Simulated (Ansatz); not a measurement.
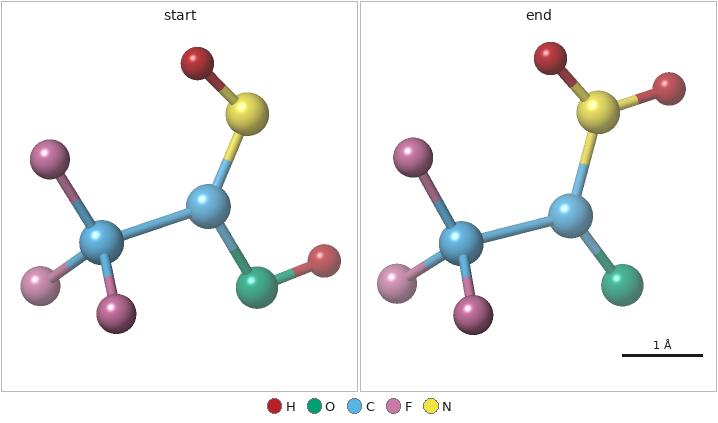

The two relaxed end points of a path for C2H2F3NO. The picture is a ball-and-stick view, seen at a tilt.

Method: RKS PBE0/def2-SVP in Ansatz.

Settings: 7 movable images; climbing image; force threshold 0.05 eV/Å; iteration limit 45.

Start:
```xyz
9

H    -1.2902   -1.7337    0.8258
O    -0.7560   -0.9638    1.0740
C    -0.3078   -0.4201   -0.0533
C     0.5616    0.7956    0.2547
F     0.9293    1.3932   -0.8791
F     1.6621    0.4340    0.9074
F    -0.0940    1.6792    0.9974
N    -0.5698   -0.8739   -1.1979
H    -0.1352   -0.3104   -1.9290
```

End:
```xyz
9

H    -1.2642   -1.7713   -0.7243
O    -0.6010   -0.8124    1.5347
C    -0.3000   -0.4108    0.4385
C     0.5994    0.8385    0.3077
F     0.8274    1.1647   -0.9757
F     1.7718    0.6180    0.8857
F     0.0250    1.8776    0.8962
N    -0.6737   -0.9495   -0.7395
H    -0.3848   -0.5548   -1.6231
```

**Predict the minimum-energy path and its barrier.**

The highest point, image 4, lies 1.44 eV above the start and 2.07 eV above the end; the end is at −0.63 eV relative to the start. A hydrogen atom shifts from one atom to another. Breaking: H1–O2 (0.97 → 1.32 at the top → 2.54 Å). Forming: H1–N8 (2.31 → 1.33 at the top → 1.01 Å). The band converged in 8 iterations, with a climbing image at the top.

Energies of the converged images:

```json
{"image": "0", "path (Å)": "0.00", "E (eV)": "0.000"}
{"image": "1", "path (Å)": "0.26", "E (eV)": "0.078"}
{"image": "2", "path (Å)": "0.52", "E (eV)": "0.369"}
{"image": "3", "path (Å)": "0.78", "E (eV)": "0.936"}
{"image": "4", "path (Å)": "1.04", "E (eV)": "1.443"}
{"image": "5", "path (Å)": "1.35", "E (eV)": "0.663"}
{"image": "6", "path (Å)": "1.67", "E (eV)": "-0.247"}
{"image": "7", "path (Å)": "1.99", "E (eV)": "-0.579"}
{"image": "8", "path (Å)": "2.30", "E (eV)": "-0.626"}
```

The geometry at the top of the path:

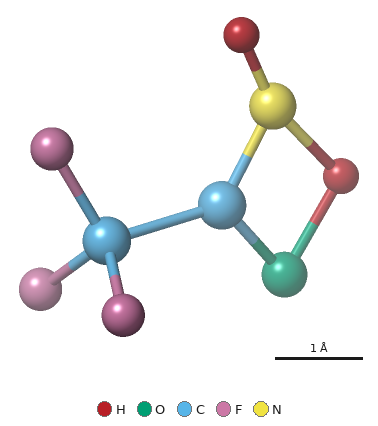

The run took 3.1 min on 2 threads of Intel(R) Xeon(R) Platinum 8259CL CPU @ 2.50GHz (Skylake/Cascade Lake) (shared host), peak memory 0.27 GiB.
